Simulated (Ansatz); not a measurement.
## Profile along the P–Al line in AlP (zinc blende)

AlP (zinc blende)

```cif
data_Al4P4
_chemical_formula_sum 'P4 Al4'
_space_group_name_H-M_alt 'F-43m'
_space_group_IT_number 216
_space_group_name_Hall 'F -4 2 3'
_cell_length_a 5.50735
_cell_length_b 5.50735
_cell_length_c 5.50735
_cell_angle_alpha 90.000
_cell_angle_beta 90.000
_cell_angle_gamma 90.000
loop_
_atom_site_label
_atom_site_type_symbol
_atom_site_symmetry_multiplicity
_atom_site_Wyckoff_symbol
_atom_site_fract_x
_atom_site_fract_y
_atom_site_fract_z
_atom_site_occupancy
P1 P 4 d 0.75000 0.75000 0.75000 1
Al1 Al 4 a 0.00000 0.00000 0.00000 1
```
(The calculation used a cell of 2 atoms; values per cell refer to that cell.)

Fields along a shortest P–Al line of a {110} plane (2.38 Å), from P to Al, interpolated on the slice's grid (step about 0.2 Å). Computed with PBE (plane waves to 420 eV, PAW, scalar-relativistic; Ansatz, an electronic-structure program). k mesh 10×10×10. Near the nuclei the fields are pseudised (PAW); where an atom keeps semicore shells as valence, they peak there. AlP was relaxed with its symmetry unable to fall. The PAW data are Ansatz's earlier set.

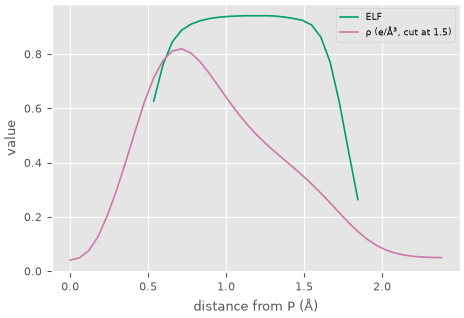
Fig. 1. ELF (away from the nuclei) and valence density from P to Al.

Density on the P–Al line (2.38 Å) at its midpoint: 0.51 e/Å³. ELF at that point: 0.9. ELF maximum in the middle third of the P–Al line: 0.94, 1.2 Å from P.
